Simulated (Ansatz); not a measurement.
## Electronic structure of CO···SiH4 (SMILES [C-]#[O+].[SiH4]) in real space

Input file:

```
crystal:
  periodic: [false, false, false]
  atoms:
    - {symbol: C, position_ang: [0.054249, 0.456753, -3.458848]}
    - {symbol: O, position_ang: [-0.045832, 0.324893, -2.347600]}
    - {symbol: Si, position_ang: [-0.001862, -0.156048, 1.159596]}
    - {symbol: H, position_ang: [0.035827, -0.360681, 2.630258]}
    - {symbol: H, position_ang: [0.869863, 0.990401, 0.799774]}
    - {symbol: H, position_ang: [-1.396400, 0.127583, 0.737369]}
    - {symbol: H, position_ang: [0.484156, -1.382800, 0.479451]}
basis:
  gaussian: {orbitals: "def2-TZVPPD.json"}
hamiltonian: {xc: pbe0, dispersion: d4}
output: {orbitals: {seedname: orbitals}}
```

Run with:

```sh
ansatz run in.yaml --threads 2 --pin off --events-out ev --progress --plain --max-ram 5222MiB
```

Geometry: PBE0-D4/def2-TZVP.

Level of theory: RKS PBE0-D4/def2-TZVPPD (Ansatz 0.2.0).

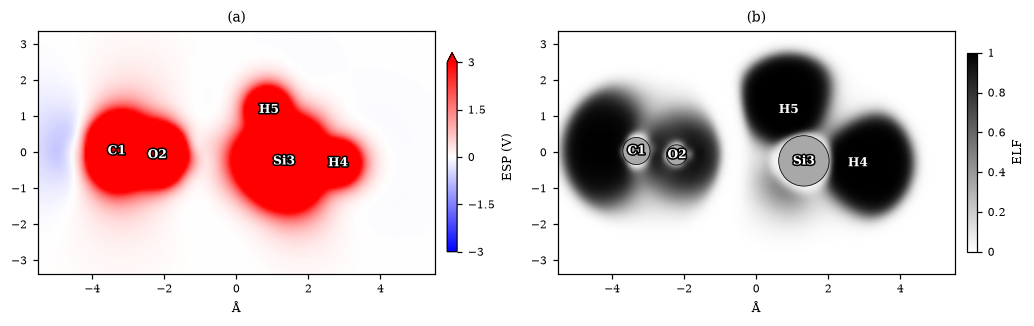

Figure 1. (a) electrostatic potential; (b) ELF on the plane of atoms H4, Si3 and H5. Grey discs cover the atomic cores in the ELF map.

Q: Interpret the plot.

A:
- The section cuts through C, O, Si and H sites.
- Si3···O2 (3.54 Å): the ELF dips to about 0 between them (a non-bonded, intermolecular contact).
- C–O (1.12 Å): the ELF peaks at about 0.85 between the atoms; a multiple bond.
- Si–H (1.49 Å): the ELF climbs to about 1 towards the hydrogen, as it does in any bond to H.
- The ELF also peaks beside C1, away from the bonds: lone-pair regions.
- Outside the dense part of the complex the potential is most negative (−0.7 V) near C1.

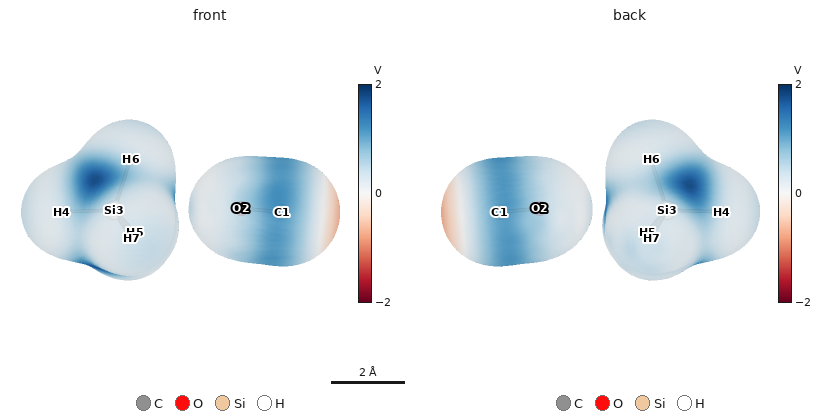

Figure 2. The molecular electrostatic potential painted on the density surface at 0.004 e/bohr³, seen from the front and from behind; the colour scale runs from red (negative) to blue (positive).

Q: Which sites attract a positive test charge, and which a negative one?

A: A positive charge is drawn to the negative regions and a negative charge to the positive ones. The most negative region (about −0.6 V) lies over C1, the most positive (about +1.7 V) over Si3.

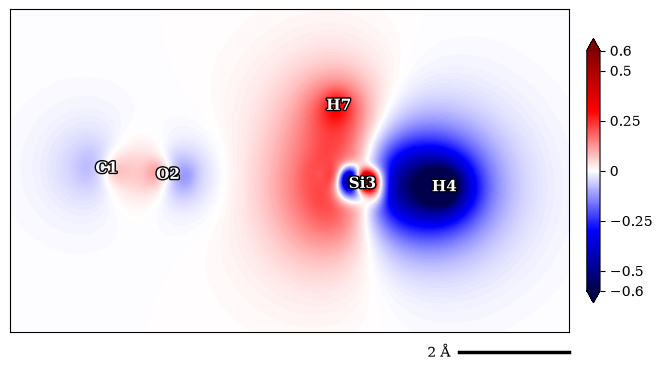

Figure 3. The HOMO on the plane of atoms H4, Si3 and H7 (values in Å⁻³ᐟ²; the overall sign is arbitrary).

Q: Describe this orbital and give its energy.

A: By Hirshfeld shares it lies mainly on Si3 (about 45 %) and H4 (about 40 %). Its energy is −9.79 eV.
